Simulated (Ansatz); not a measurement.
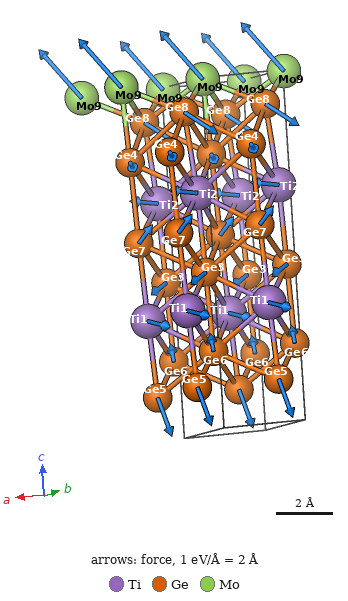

Starting geometry of crystalline Ti2Ge6Mo (a generated structure, set up in P1) (coarse preliminary run) with the computed forces as blue arrows. A ball-and-stick model of the cell of the calculation, repeated 2 × 2 × 1 with one cell outlined, seen from a free direction.

Computed with Ansatz 0.2.0, DFT PBE, scalar-relativistic, plane waves, PAW. Settings: plane-wave cutoff 420 eV; k-point mesh 6 × 6 × 6; occupations gaussian; smearing width 0.2 eV; no spin polarisation; cell and atoms relaxed; force threshold 0.025 eV/Å; at most 60 steps.

**Is this structure relaxed? If not, where do the atoms go?**

It isn't relaxed: the largest force vector, on Mo9, is 1.28 eV/Å. The final displacements follow the starting forces only in part (cosine between the two patterns 0.84). The energy falls by 31.4 meV per atom in 4 accepted moves (6 points after the start). Largest force component: 1 eV/Å at the start, 0.0049 eV/Å at the end. Pressure: 2.12 GPa at the start and −0.04 GPa at the end. The line search rejected the trial step at point 3 of the run. The SCF was repeated once at an unchanged geometry on a basis and grid sized afresh for the cell, which shifted the energy by less than 0.05 meV per atom at most. The atom that moves furthest relative to the cell is Ge5 (0.11 Å along [−1 1 −1]). By element the largest moves are Ge 0.11 Å, Ti 0.10 Å, Mo 0.10 Å. Cell: a 3.283 → 3.280 Å (−0.1 %), b 3.403 → 3.412 Å (+0.2 %), c 13.035 → 13.080 Å (+0.3 %), α 98.6° → 97.5°, β 98.4° → 97.2°, γ 88.7° → 90.0°. Volume +1.0 %. Near-neighbour distances that change, for instance: Ge5–Mo9 2.909 → 2.727 Å, Ge8–Mo9 2.570 → 2.727 Å, Ge5–Mo9 (another image) 2.864 → 2.727 Å, Ti2–Ge4 2.886 → 2.753 Å. The space group (tolerance 0.01 Å) goes from P1 (No. 1) to Immm (No. 71).
